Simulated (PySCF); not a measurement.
# C5H15AlBN: what the fields show

```xyz
23

B    -0.1674    2.3155   -0.2303
C    -0.3676    0.7801   -0.4322
C    -1.7626    0.2469   -0.0352
C    -1.9113   -1.2420   -0.3708
Al   -0.0710   -2.0258   -0.3234
N     0.6930   -0.1345    0.1001
C     1.9828    0.0857   -0.5592
C     0.8403    0.0021    1.5538
H    -1.0240    3.0529   -0.6555
H     0.8092    2.8057    0.2870
H    -0.3164    0.6775   -1.5404
H    -2.5120    0.8846   -0.5338
H    -1.9157    0.4154    1.0447
H    -2.3093   -1.3508   -1.3951
H    -2.6434   -1.7207    0.2983
H     0.6004   -2.3371   -1.7547
H     0.4203   -2.9168    0.9228
H     2.3779    1.0933   -0.3445
H     2.7069   -0.6610   -0.2041
H     1.8678   -0.0415   -1.6439
H     1.1451    1.0268    1.8272
H    -0.1063   -0.2395    2.0545
H     1.5965   -0.7092    1.9109
```

Geometry: PBE0-D3(BJ)/def2-SVP.

Theory: PBE0/pcSseg-1, SCF density, gas phase, non-relativistic in PySCF.

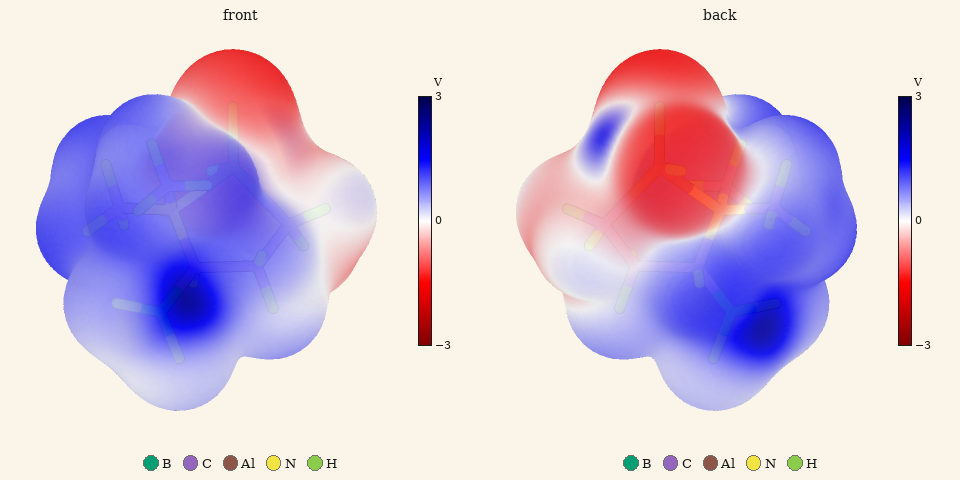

Figure 1. The electrostatic potential painted on the density surface at 0.002 e/bohr³, seen from the front and from behind; red is negative and blue positive.

> Which sites attract a positive test charge, and which a negative one?

A positive charge is drawn to the negative regions and a negative charge to the positive ones. The most negative region (about −1.3 V) lies over H16 and H17, the most positive (about +2.1 V) over B1.

> How polar is the molecule by this calculation?

Its dipole moment is 4.10 D.

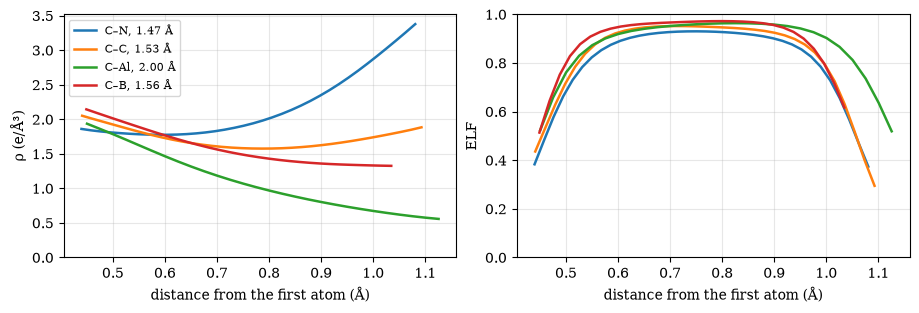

Figure 2. Electron density and ELF along straight lines between neighbouring atoms. The curves leave out the atomic cores.

> Compare the contacts.

C–N (1.47 Å): ρ is about 1.9 e/Å³ halfway; the ELF peaks at about 0.95 between the atoms (localised, covalent bonding).
C–C (1.53 Å): ρ at the midpoint is about 1.6 e/Å³; the ELF peaks at about 0.95 between the atoms; a covalent bond.
C–Al (2.00 Å): the density is about 0.67 e/Å³ at the midpoint; the ELF peaks at about 0.95 between the atoms: a shared but strongly polarised pair.
C–B (1.56 Å): the density is about 1.5 e/Å³ at the midpoint; the ELF peaks at about 1 between the atoms (a shared electron pair).
